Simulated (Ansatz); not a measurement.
**Fields on a plane of TiN (rock salt)**

```xyz
2
Lattice="0.0000 2.1234 2.1234 2.1234 0.0000 2.1234 2.1234 2.1234 0.0000" Properties=species:S:1:pos:R:3 pbc="T T T"
N      0.0000     0.0000     0.0000
Ti     2.1234     2.1234     2.1234
```

The slice is a {100} plane (indices of the conventional cell) through the point (0.000, 0.000, 0.000) (fractional), spanned by u = [100] and v = [0 1 -1] in vectors of this cell: u (3.00 Å) and v (3.00 Å, at 90° to u). It covers one period; positions are fractions (u, v).

Atoms on it: N at (0.00, 0.00); Ti at (0.50, 0.50).

Method: PBE (plane waves to 420 eV, PAW, scalar-relativistic; Ansatz, an electronic-structure program). k mesh 19×19×19. These are valence fields of a PAW run, semicore shells included where kept as valence: close to a nucleus they are smooth pseudo fields. The PAW data are Ansatz's earlier set. TiN is run without spin polarisation. TiN was relaxed with its symmetry unable to fall.

```tsv
v \ u	0.00	0.08	0.17	0.25	0.33	0.42	0.50	0.58	0.67	0.75	0.83	0.92
0.88	x	x	x	x	7.1	5.8	5.1	5.8	7.1	x	x	x
0.75	x	x	6.2	2.5	<1.0	x	x	x	<1.0	2.5	6.2	x
0.62	9.6	8.3	3.2	x	x	x	x	x	x	x	3.2	8.3
0.50	9.2	7.5	<1.0	x	x	x	x	x	x	x	<1.0	7.5
0.38	9.6	8.3	3.2	x	x	x	x	x	x	x	3.2	8.3
0.25	x	x	6.2	2.5	<1.0	x	x	x	<1.0	2.5	6.2	x
0.12	x	x	x	x	7.1	5.8	5.1	5.8	7.1	x	x	x
0.00	x	x	x	x	9.2	9.5	9.2	9.5	9.2	x	x	x
```

Values: electrostatic potential energy of an electron, from the cell's mean, in eV. Points within 0.9 Å of a nucleus are blanked (x), as the pseudised field means little there. Values under 1 eV are set to 1. The zero, the cell's mean, hangs on the PAW cores.

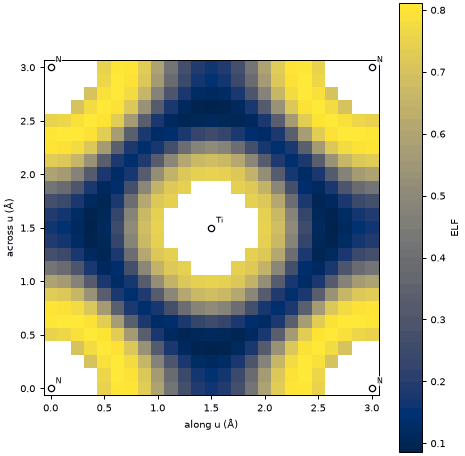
Fig. 1. Electron localisation function (ELF), one period of the plane, atoms marked. Points within 0.4 Å of a nucleus are left white, as the pseudised field means little there.

The density on the N–Ti line (2.12 Å) at its midpoint is 0.51 e/Å³ and the ELF at that point comes out as 0.18.
